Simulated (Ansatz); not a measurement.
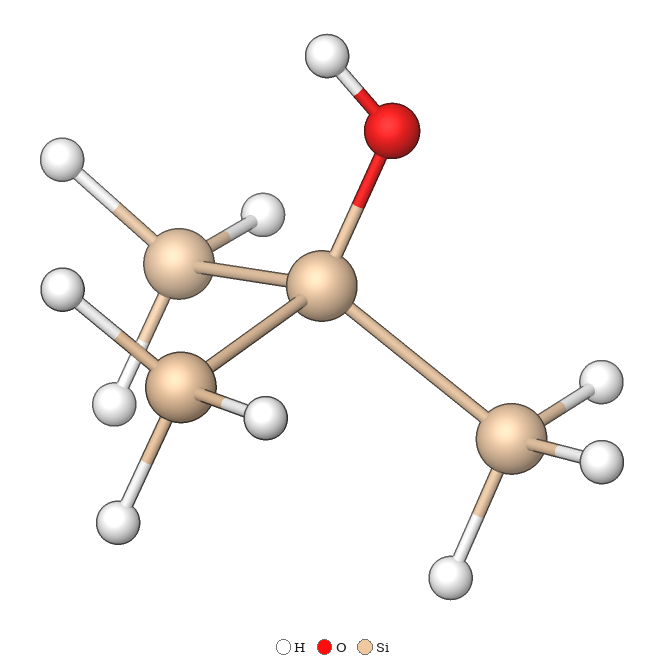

Rendered structure (ball-and-stick style). Every bond is drawn as one stick, whatever its order.

> Which formula does it have?

H10OSi4, 15 atoms: 10 hydrogen, 1 oxygen and 4 silicon.

> How many bonds of each kind are drawn?

9 Si–H, 3 Si–Si, 1 O–H, 1 O–Si. Sticks follow a distance rule.

The parts below concern this one geometry. Atoms keep their numbers from picture to picture. Computed geometry: PBE0-D4/def2-TZVP optimisation.

Symmetry

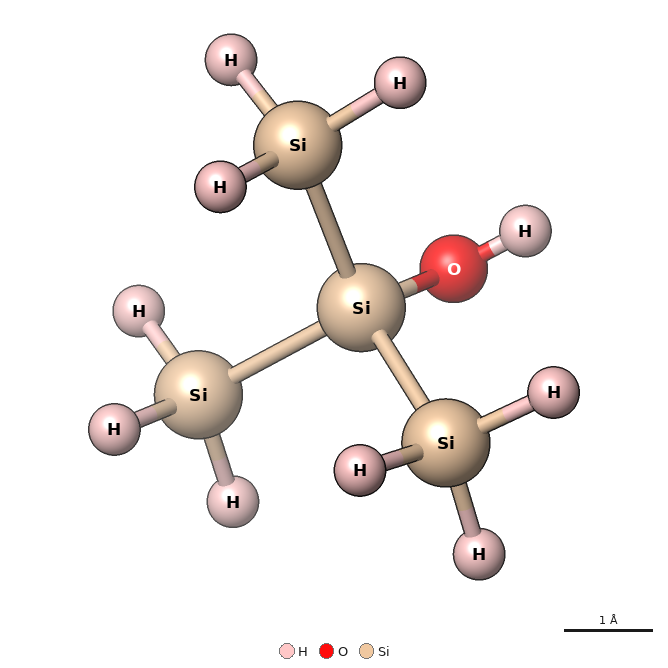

Depth is shown by fading: the farther an atom, the more it takes the colour of the background. Masses are those of the most abundant isotopes; constants are for the rigid equilibrium geometry.

> Classify the rotor and give the rotational constants (cm⁻¹).

An asymmetric top (Cs): A = 0.0492, B = 0.0485, C = 0.0350 cm⁻¹. Ray's parameter κ is 0.90, close to the oblate limit.

Charges

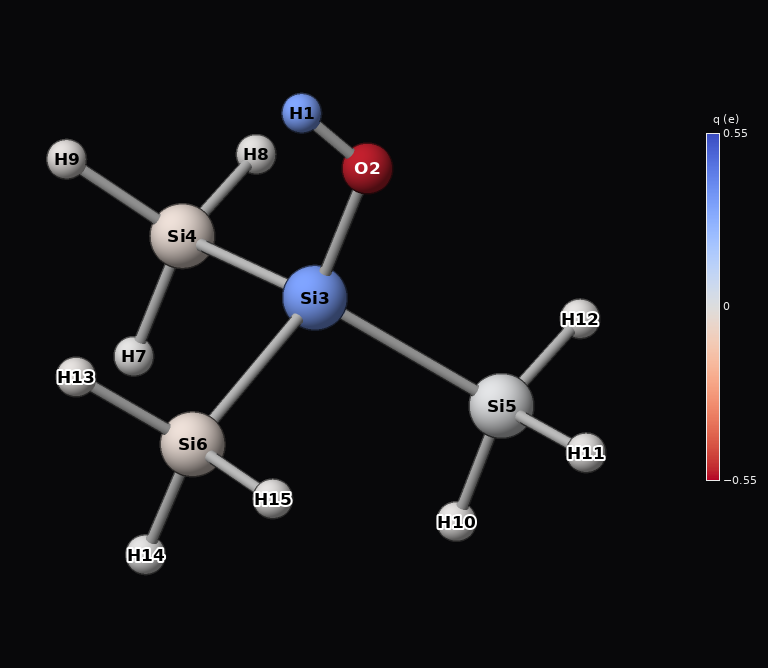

Atoms are coloured by their Mulliken charges. Level of theory: RKS PBE0-D4/def2-TZVP (Ansatz 0.2.0).

> Which atom carries the highest charge (most positive or least negative)?

Si3 (0.33 e).

> And the lowest?

O2 (−0.52 e).

Give the Mulliken charges atom by atom.

```csv
atom,value (e)
H1,0.32
O2,−0.52
Si3,0.33
Si4,−0.04
Si5,0.00
Si6,−0.04
H7,0.00
H8,0.00
H9,−0.01
H10,−0.01
H11,0.00
H12,0.00
H13,−0.01
H14,0.00
H15,0.00
```

Dipole moment

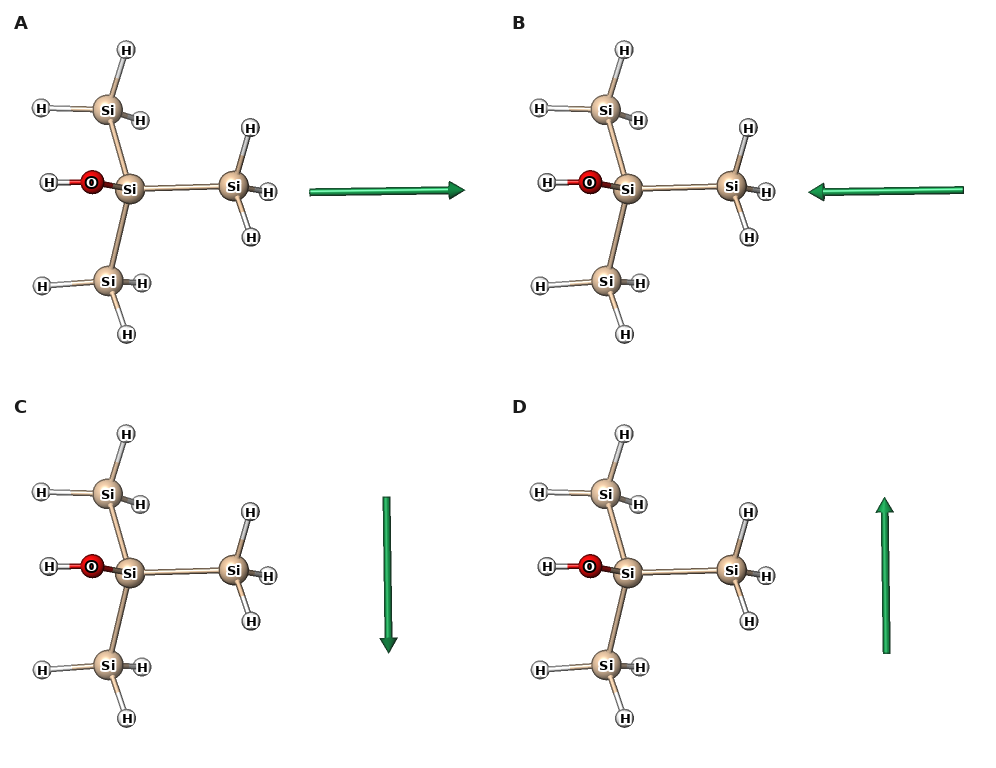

The same molecule four times, each with an arrow. Method: RKS PBE0-D4/def2-TZVP (Ansatz 0.2.0).

> Which arrow points along the dipole moment, from the negative to the positive end?

B. The dipole moment is 1.10 D.

Vibrations

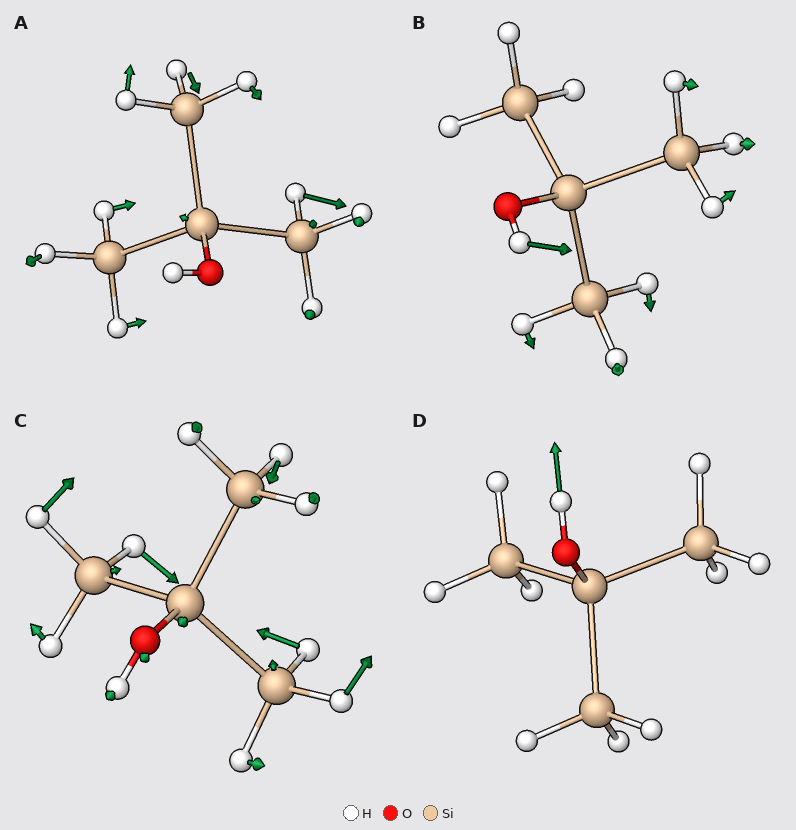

4 normal modes of one molecule or complex, as arrows. Harmonic vibrations computed with RKS PBE0-D4/def2-TZVP (Ansatz 0.2.0) at a stationary point of the same level.

> Match the panels to the wavenumbers 107 cm⁻¹, 412 cm⁻¹, 885 cm⁻¹, 3906 cm⁻¹.

A: 412 cm⁻¹
B: 885 cm⁻¹, angle bending
C: 107 cm⁻¹
D: 3906 cm⁻¹, O–H stretching

Mulliken values depend strongly on the basis set and can even reverse the polarity of a bond.
